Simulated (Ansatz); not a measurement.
# MoS2: response to strain

MoS2 is deformed so: zz strain of -3 %. What stress and forces result, by LAPW, PAW and all-electron datasets made for the crystal?

Computed with Ansatz 0.2.0 (DFT PBEsol, scalar-relativistic, unless a step's input says otherwise).

### Step 1. Starting point

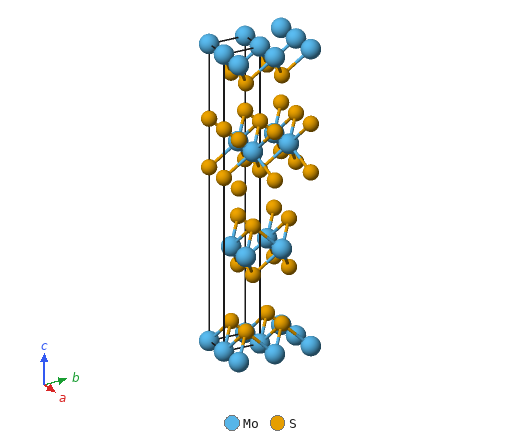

The starting structure, seen slightly off an axis (molybdenum blue, sulfur amber). 2×2×1 cells are drawn. Atoms on the faces are drawn again on the opposite ones. The cell drawn here is the conventional one.

Coordinates:

```
Mo S
1.0
     1.58150    0.91308    6.12333
    -1.58150    0.91308    6.12333
     0.00000   -1.82616    6.12333
Mo S
1 2
Direct
  0.00000 0.00000 0.00000
  0.74840 0.74840 0.74840
  0.58490 0.58490 0.58490
```

Atoms are numbered in the order of the input: Mo1, S2, S3.

### Step 2. The deformed structure

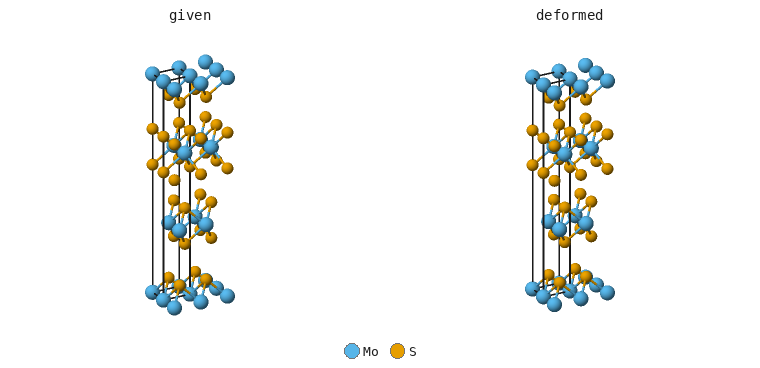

Given and deformed, at one scale.

Space group R3m before, R3m after.

### Step 3. All-electron LAPW

Contents of input.yaml:

```yaml
crystal:
  lattice:
    - [1.5815003568, 0.9130796567, 5.9396301]
    - [-1.5815003568, 0.9130796567, 5.9396301]
    - [0.0, -1.8261593134, 5.9396301]
  atoms:
    - { symbol: Mo, position: [0.0, 0.0, 0.0] }
    - { symbol: S, position: [0.7484, 0.7484, 0.7484] }
    - { symbol: S, position: [0.5849, 0.5849, 0.5849] }
kpoints:
  mp_grid: { grid: [13, 13, 13] }
  band_path:
    path:
      - [0.0, 0.0, 0.0]
      - [0.5, 0.5, 0.5]
      - [0.8175787372, 0.1824212628, 0.5]
      - [0.5, -0.1824212628, 0.1824212628]
      - [0.5, 0.0, 0.0]
      - [0.0, 0.0, 0.0]
      - [0.3412106314, -0.3412106314, 0.0]
      - [0.6587893686, 0.0, 0.3412106314]
      - [0.5, 0.0, 0.5]
    npoints: 5
scf:
  occupations: { method: fermi_dirac, width: 0.05 }
hamiltonian:
  xc: pbesol
  pseudopotentials: { kind: all_electron, lapw: { basis_error: 0.0005 } }
output:
  forces: true
  stress: true
  eigenvalues: true
```

Command:

```bash
$ ansatz run input.yaml --threads 1 --pin off --max-ram 6144MiB --backend cpu --events-out ev --progress --plain --runs-dir out
```

The program printed, cut to the lines that bear on the results:

```text
LAPW: plane waves up to 8.914 Å⁻¹, error target 5.0e-4 eV per atom; small_component_spin mean_spin; S in spheres of 1.046 Å, 14 of its electrons in bands, Dirac shells []; Mo in spheres of 1.290 Å, 32 of its electrons in bands, Dirac shells []
[...]
Pseudopotentials: kind: all_electron
Pseudopotential: Mo, LAPW, valence charge 32, Koelling and Harmon's equation, gaussian nucleus
Pseudopotential: S, LAPW, valence charge 14, Koelling and Harmon's equation, gaussian nucleus
Functional definition: PBEsol
[...]
Crystal: 3 atoms, lattice volume = 51.462 Å³
Basis set: ecut = 302.76848569944656 eV, 611 PW (Γ), FFT grids on a1−a3, a2−a3, a3, exchange–correlation at level 2
Bands: 36, of which v1, the nominal top of the filled ones, is band 30 counted from 1 (29 counted from 0)
Symmetry: 6 space group operations
Space group: R3m (ITA 160), of the structure as read, at distance tolerance 3.7e-5 Å
k-points: 231 of 2197 (time reversal used)
[...]
SCF iter   1: F=—  HF=-131814.363060 eV  |F-HF|=—  |Δ(HF+E_count)|=         —  Δρ=6.57e-2  dr2=2.79e0  ethr=4.64e-3  ⟨swp⟩=2.0  Hψ=55567  notcnv=0
[...]
the basis was enlarged: its passes take 10.5 MiB over the memory plan, 1 of 1 planned eigensolver slots
[...]
SCF iter   9: F=-131813.066716 eV  HF=-131813.066716 eV  |F-HF|=2.91e-9  |Δ(HF+E_count)|=   6.17e-8  Δρ=2.19e-6  dr2=3.39e-9  ethr=8.28e-10  ⟨swp⟩=2.0  Hψ=23577  notcnv=0
[...]
NSCF: frozen V_eff on 41 k-points
SCF converged after 9 iterations
Free energy (F): -131813.066716 eV
[...]
E sigma→0 (E₀):  -131813.066586 eV
Entropy (-TS):   -0.000260 eV (-0.087 meV/atom)
Fermi energy:    13.374636 eV
[...]
--- Forces (eV/Å), atoms counted from 1 ---
  atom   1  Mo     0.00000000     0.00000000    -0.00449412
  atom   2  S      0.00000000    -0.00000000     2.03613799
  atom   3  S     -0.00000000     0.00000000    -2.03167725
[...]
--- Stress (GPa, compression-positive) ---
        5.546722       0.000000       0.000000
        0.000000       5.546722       0.000000
        0.000000      -0.000000      19.103778
  P = ⅓ Tr σ = 10.0657 GPa (100.657 kbar)
--- Band table (eV; the first three rows and the last of 231) ---
[...]
```

Run time: 4.9 min. Hardware: 1 thread of Arm Neoverse V1, shared host; peak memory 1 GiB.

Read from it: pressure 10.07 GPa; gap 0.18 eV, indirect from T to S0–S2; largest force 2.036 eV/Å.

### Step 4. PAW on the default files

Contents of input.yaml:

```yaml
crystal:
  lattice:
    - [1.5815003568, 0.9130796567, 5.9396301]
    - [-1.5815003568, 0.9130796567, 5.9396301]
    - [0.0, -1.8261593134, 5.9396301]
  atoms:
    - { symbol: Mo, position: [0.0, 0.0, 0.0] }
    - { symbol: S, position: [0.7484, 0.7484, 0.7484] }
    - { symbol: S, position: [0.5849, 0.5849, 0.5849] }
kpoints:
  mp_grid: { grid: [13, 13, 13] }
scf:
  occupations: { method: fermi_dirac, width: 0.05 }
hamiltonian:
  xc: pbesol
  pseudopotentials: { kind: paw }
output:
  forces: true
  stress: true
  eigenvalues: true
  efg: { contact_densities: true }
```

Command:

```bash
$ ansatz run input.yaml --threads 1 --pin off --max-ram 6144MiB --backend cpu --events-out ev --progress --plain --runs-dir out
```

The program printed, cut to the lines that bear on the results:

```text
[...]
Mo: output.efg is read without spin–orbit coupling, which moves field gradients at and beside such atoms by some per cent and up to a factor of two; PAW files take it under magnetization.noncollinear and magnetization.spin_orbit
[...]
Pseudopotentials: kind: paw
Pseudopotential: Mo, paw, valence charge 14, recommended cutoff 420 eV (normal)
Pseudopotential: S, paw, valence charge 6, recommended cutoff 420 eV (normal)
[... 1 set-up line as earlier in the session ...]
[...]
Crystal: 3 atoms, lattice volume = 51.462 Å³
Basis set: ecut = 420 eV, 997 PW (Γ), FFT grids on a1−a3, a2−a3, a3, exchange–correlation on 48×48×90 points (8 copies of the dense FFT grid, shifted against one another)
Bands: 17, of which v1, the nominal top of the filled ones, is band 13 counted from 1 (12 counted from 0)
[... 1 set-up line as earlier in the session ...]
[...]
--- Stress (GPa, compression-positive) ---
        5.527487       0.000000       0.000000
        0.000000       5.527487      -0.000000
       -0.000000      -0.000000      19.093384
  P = ⅓ Tr σ = 10.0495 GPa (100.495 kbar)
--- PAW observables at the nuclei: V_zz in 10²¹ V/m², potentials from the cell's mean, atoms counted from 1 ---
  atom   1  Mo V_zz =   -10.375714   η = 0.0000   by run symmetry: allowed
            electrostatic potential = -6352.030040 V   contact ρ = 594308.263431 e/Å³
  atom   2  S  V_zz =    -7.002171   η = 0.0000   by run symmetry: allowed
            electrostatic potential = -1637.291451 V   contact ρ = 19703.374359 e/Å³
  atom   3  S  V_zz =    -6.815116   η = 0.0000   by run symmetry: allowed
            electrostatic potential = -1637.284083 V   contact ρ = 19703.414871 e/Å³
--- Band table (eV; the first three rows and the last of 231) ---
  k-point 0: bands = ["-49.9356", "-24.1595", "-23.9492", "-23.9492", "-3.9063", "-1.7838", "4.1673", "7.4854", "7.4854", "8.7880", "8.7880", "10.6081", "10.6693", "13.5557", "13.5557", "14.2555", "14.2555"]
[...]
```

Wall time 23 s (1 thread of Arm Neoverse V1, shared host); peak memory 0.52 GiB.

This run gives: pressure 10.05 GPa; gap on the k mesh 0.30 eV (an odd mesh misses the zone boundary); largest force 2.036 eV/Å; Vzz Mo1 -10.38 (η = 0.00), S2 -7.00 (η = 0.00), S3 -6.82 (η = 0.00) (10²¹ V/m²).

### Step 5. All-electron PAW on datasets made for the crystal

Edit input.yaml of step 4 so:

```diff
@@ -15,3 +15,3 @@
   xc: pbesol
-  pseudopotentials: { kind: paw }
+  pseudopotentials: { kind: all_electron, datasets: crystal }
 output:
```

Command:

```bash
$ ansatz run input.yaml --threads 1 --pin off --max-ram 6144MiB --backend cpu --events-out ev --progress --plain --runs-dir out
```

The program printed, cut to the lines that bear on the results:

```text
[...]
band count auto-derived: 19 (N_el = 26.0; filled up to band 13; 17 by the electrons, moments and atoms)
Mo: output.efg is read without spin–orbit coupling, which moves field gradients at and beside such atoms by some per cent and up to a factor of two; PAW files take it under magnetization.noncollinear and magnetization.spin_orbit
[...]
[... 1 set-up line as earlier in the session ...]
Pseudopotential: Mo, paw, valence charge 14, recommended cutoff 300 eV (normal), Koelling and Harmon's equation, gaussian nucleus
Pseudopotential: S, paw, valence charge 6, recommended cutoff 300 eV (normal), Koelling and Harmon's equation, gaussian nucleus
[... 1 set-up line as earlier in the session ...]
[...]
Crystal: 3 atoms, lattice volume = 51.462 Å³
Basis set: ecut = 300 eV, 611 PW (Γ), FFT grids on a1−a3, a2−a3, a3, exchange–correlation on 36×36×72 points (8 copies of the dense FFT grid, shifted against one another)
[...]
        5.545090       0.000000       0.000000
        0.000000       5.545090      -0.000000
        0.000000      -0.000000      19.101861
  P = ⅓ Tr σ = 10.0640 GPa (100.640 kbar)
--- PAW observables at the nuclei: V_zz in 10²¹ V/m², potentials from the cell's mean, atoms counted from 1 ---
  atom   1  Mo V_zz =   -10.405217   η = -0.0000   by run symmetry: allowed
            electrostatic potential = -6350.226059 V   contact ρ = 594356.659721 e/Å³
  atom   2  S  V_zz =    -6.984157   η = 0.0000   by run symmetry: allowed
            electrostatic potential = -1635.790447 V   contact ρ = 19721.292307 e/Å³
  atom   3  S  V_zz =    -6.798666   η = 0.0000   by run symmetry: allowed
            electrostatic potential = -1635.783067 V   contact ρ = 19721.333856 e/Å³
--- Band table (eV; the first three rows and the last of 231) ---
  k-point 0: bands = ["-48.5593", "-22.7803", "-22.5696", "-22.5696", "-2.5289", "-0.4085", "5.5393", "8.8619", "8.8619", "10.1625", "10.1625", "11.9820", "12.0419", "14.9293", "14.9293", "15.6303", "15.6303"]
[...]
```

Run time: 1.7 min. Hardware: 1 thread of Arm Neoverse V1, shared host; peak memory 1.3 GiB.

This run gives: pressure 10.06 GPa; gap on the k mesh 0.30 eV (an odd mesh misses the zone boundary); largest force 2.036 eV/Å; Vzz Mo1 -10.41 (η = 0.00), S2 -6.98 (η = 0.00), S3 -6.80 (η = 0.00) (10²¹ V/m²).

### Step 6. Side by side

Stress (GPa, compression positive):

```csv
method,xx,yy,zz,yz,xz,xy
LAPW,5.55,5.55,19.10,0.00,0.00,0.00
PAW,5.53,5.53,19.09,0.00,0.00,0.00
crystal datasets,5.55,5.55,19.10,0.00,0.00,0.00
```

Forces (eV/Å):

```csv
atom,LAPW x,LAPW y,LAPW z,PAW x,PAW y,PAW z,crystal datasets x,crystal datasets y,crystal datasets z
Mo1,0.000,0.000,-0.004,0.000,0.000,-0.004,0.000,0.000,-0.004
S2,0.000,0.000,2.036,0.000,0.000,2.036,0.000,0.000,2.036
S3,0.000,0.000,-2.032,0.000,0.000,-2.031,0.000,0.000,-2.032
```

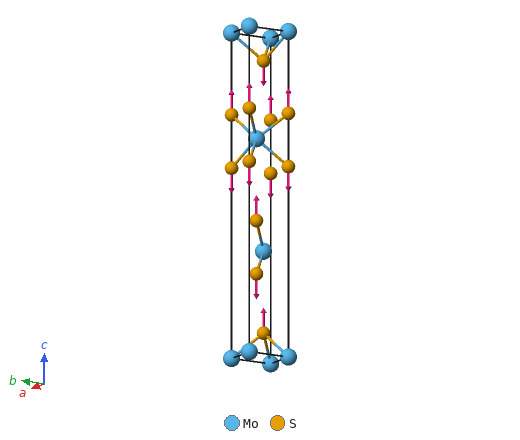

Forces of the LAPW run as arrows; the longest is 2.036 eV/Å.

| method | pressure (GPa) | gap on the k mesh (eV) | largest force (eV/Å) | Vzz Mo1 (10²¹ V/m²) | Vzz S2 (10²¹ V/m²) | Vzz S3 (10²¹ V/m²) | SCF cycles, all passes |
| --- | --- | --- | --- | --- | --- | --- | --- |
| LAPW | 10.07 | 0.30 | 2.036 | – | – | – | 9 |
| PAW | 10.05 | 0.30 | 2.036 | -10.38 | -7.00 | -6.82 | 8 |
| crystal datasets | 10.06 | 0.30 | 2.036 | -10.41 | -6.98 | -6.80 | 10 |

### Step 7. Summary of results

| quantity | value |
| --- | --- |
| pressure | LAPW 10.07, PAW 10.05, crystal datasets 10.06 GPa |
| largest shear or deviatoric stress (LAPW) | 9.04 GPa |

In words: The largest part of the stress beyond the pressure is 9.04 GPa in size, in the zz component; the atoms are carried along and not relaxed. No run of the undeformed cell stands beside it, so the pressure holds what the given cell had before the change. PAW: stress within 0.02 GPa of LAPW, forces within 1 meV/Å. Crystal datasets: stress within 0.01 GPa of LAPW, forces within 1 meV/Å.
